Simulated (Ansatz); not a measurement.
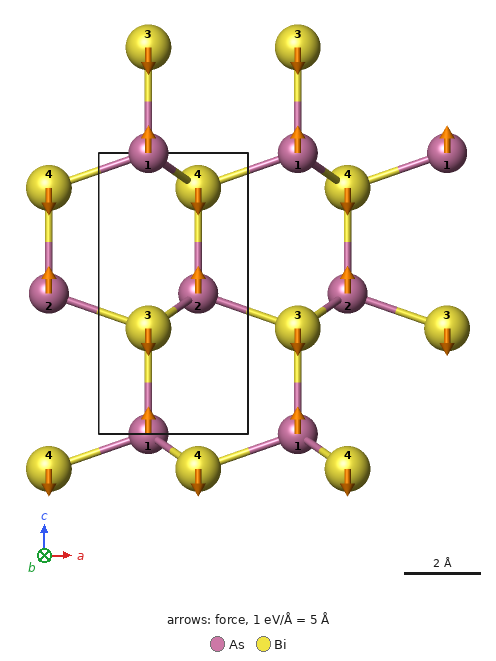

Starting geometry of solid BiAs (a generated structure, set up in P6_3mc) with the computed forces as orange arrows. Style: ball-and-stick. Shown: the cell of the calculation, repeated 2 × 1 × 1 with one cell outlined, along the b axis.

Case: cell and atoms relaxed from a first guess.

Method: DFT, PBE, PAW with Ansatz's default frozen-core files, scalar-relativistic in Ansatz 0.2.0.

Input file:
```yaml
crystal:
  lattice:
    - [4.5558582445, 0.0, 0.0]
    - [-2.2779291223, 3.9454889758, 0.0]
    - [0.0, 0.0, 7.4260489385]
  atoms:
    - { symbol: As, position: [0.3333333333, 0.6666666667, 0.0] }
    - { symbol: As, position: [0.6666666667, 0.3333333333, 0.5] }
    - { symbol: Bi, position: [0.3333333333, 0.6666666667, 0.376] }
    - { symbol: Bi, position: [0.6666666667, 0.3333333333, 0.876] }
kpoints:
  mp_grid: { grid: [10, 10, 6] }
scf:
  occupations: { method: fermi_dirac, width: 0.08 }
hamiltonian:
  xc: pbe
  pseudopotentials: { kind: paw }
output:
  forces: true
  stress: true
  write_density: true
  write_potential: true
  elf: true
  volumetric_format: npy
relax:
  f_tol: 0.005
  max_steps: 80
  cell: {}
```

Launched with:
```bash
ansatz run input.yaml --threads 1 --pin off --max-ram 3072MiB --backend cpu --events-out ev --progress --plain --runs-dir out
```

What follows when this structure is relaxed?

It isn't relaxed: the largest force vector, on As atoms, is 0.15 eV/Å. Measured relative to the changing cell, the final displacements run against the starting forces (cosine between the two patterns −1.00). The energy falls by 0.454 eV per cell of the calculation in 9 accepted moves (11 points after the start). The largest force component goes from 0.15 to 0.00022 eV/Å. Pressure: 6.05 GPa at the start and 0.01 GPa at the end. The SCF was repeated twice at an unchanged geometry on a basis and grid sized afresh for the cell, which shifted the energy by 5.5 meV per cell of the calculation at most. The largest moves relative to the cell, 0.18 Å, are those of As1, As2, Bi3 and Bi4. As1 goes along −c. By element the largest moves are As 0.18 Å, Bi 0.18 Å. Cell: a = b 4.556 → 5.034 Å (+10.5 %), c 7.426 → 6.496 Å (−12.5 %). Volume +6.8 %. Some distances before and after: As1–Bi4 2.787 → 2.941 Å, As1–Bi3 2.792 → 2.798 Å. Among the angles between lasting bonds that change: Bi3–As1–Bi4 109.3° → 98.8°, As1–Bi3–As2 109.3° → 98.8°, Bi4–As1–Bi4 109.6° → 117.7°. The space group stays P6_3mc (No. 186).
